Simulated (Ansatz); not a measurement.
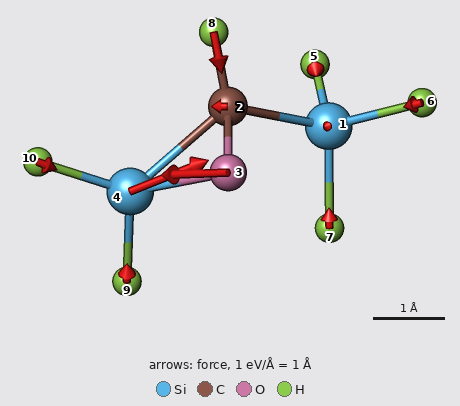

Starting geometry of CH6OSi2 with the computed forces as red arrows. The picture is a ball-and-stick view, seen at a tilt.

The start comes from PBE-D4/def2-SVP.

Computed with RKS PBE0-D4/def2-TZVP (Ansatz).

The input:
```yaml
crystal:
  periodic: [false, false, false]
  atoms:
    - {symbol: Si, position_ang: [-0.132051, 1.534891, 0.273695]}
    - {symbol: C, position_ang: [-0.243587, -0.328365, 0.571346]}
    - {symbol: O, position_ang: [1.083959, -1.010501, 0.648023]}
    - {symbol: Si, position_ang: [0.209489, -1.569004, -0.712937]}
    - {symbol: H, position_ang: [-1.513476, 2.090259, 0.045270]}
    - {symbol: H, position_ang: [0.489772, 2.235345, 1.451853]}
    - {symbol: H, position_ang: [0.715348, 1.786063, -0.943432]}
    - {symbol: H, position_ang: [-0.941888, -0.662896, 1.368707]}
    - {symbol: H, position_ang: [0.711173, -1.152898, -2.057842]}
    - {symbol: H, position_ang: [-0.295838, -2.974193, -0.641784]}
basis:
  gaussian: {orbitals: def2-TZVP}
hamiltonian: {xc: pbe0, dispersion: d4}
relax: {f_tol: 0.005, max_steps: 150}
```

Launched with:
```bash
ansatz run in.yaml --threads 2 --pin off --events-out ev --progress --plain --max-ram 4352MiB
```

### Is this structure relaxed? If not, where do the atoms go?

It isn't relaxed: the largest force vector, on Si4, is 1.30 eV/Å. The final displacements follow the starting forces only in part (cosine between the two patterns 0.73). Over 5 geometry steps the energy falls by 6.67 kJ/mol. Largest force component: 1.1 eV/Å at the start, 0.0039 eV/Å at the end. The largest move after the best rigid fit is that of H10, 0.040 Å. Largest moves by element: H 0.040 Å, Si 0.030 Å, O 0.028 Å, C 0.022 Å. Some distances before and after: O3–Si4 1.711 → 1.659 Å, C2–Si4 1.842 → 1.810 Å, Si1–C2 1.890 → 1.866 Å, C2–H8 1.111 → 1.092 Å. The run took 22 s on 2 threads of AMD EPYC 7B13, with other jobs on the host.
